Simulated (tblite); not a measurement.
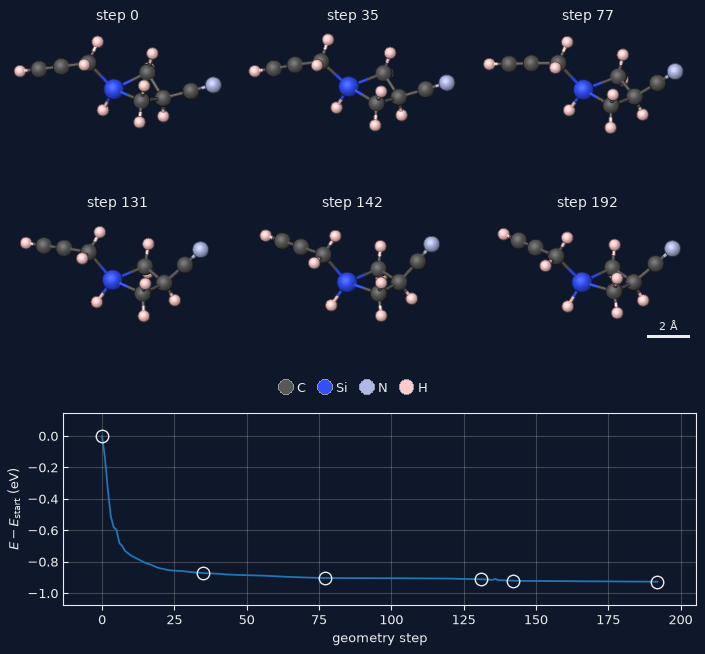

Frames of a relaxation of C$_{7}$H$_{9}$NSi, marked on the history of the run. A ball-and-stick model, seen from a free direction.

The calculation used GFN2-xTB geometry optimisation, gas phase (tblite 0.8.0). 

> Describe the path.

The atom that moves furthest after the best rigid fit is an H atom (1.37 Å). Largest moves by element: H 1.37 Å, N 1.23 Å, C 0.90 Å, Si 0.34 Å. Near-neighbour distances that change, for instance: C–Si 1.829 → 1.915 Å, C–Si 1.855 → 1.906 Å, C–H 1.134 → 1.089 Å, C–C 1.517 → 1.549 Å. Bond angles that change, for instance: C–C–C 88.3° → 100.3°, C–Si–C 111.1° → 117.8°, Si–C–H 112.1° → 118.8°. Groups turn about C–Si by about 45°, C–C by about 25°, C–Si by about 25°. Over 192 geometry steps the energy falls by 0.926 eV. Cost: 3.9 s on 1 thread of Intel(R) Xeon(R) Processor @ 2.70GHz, with other jobs on the host. From step 0 to 35: an H atom moves most (0.49 Å), energy −0.871 eV. From step 35 to 77: the N atom moves most (0.69 Å), energy −0.031 eV. From step 77 to 131: an H atom moves most (0.61 Å), energy −0.008 eV. From step 131 to 142: an H atom moves most (0.44 Å), energy −0.009 eV. From step 142 to 192: the N atom moves most (0.39 Å), energy −0.006 eV.
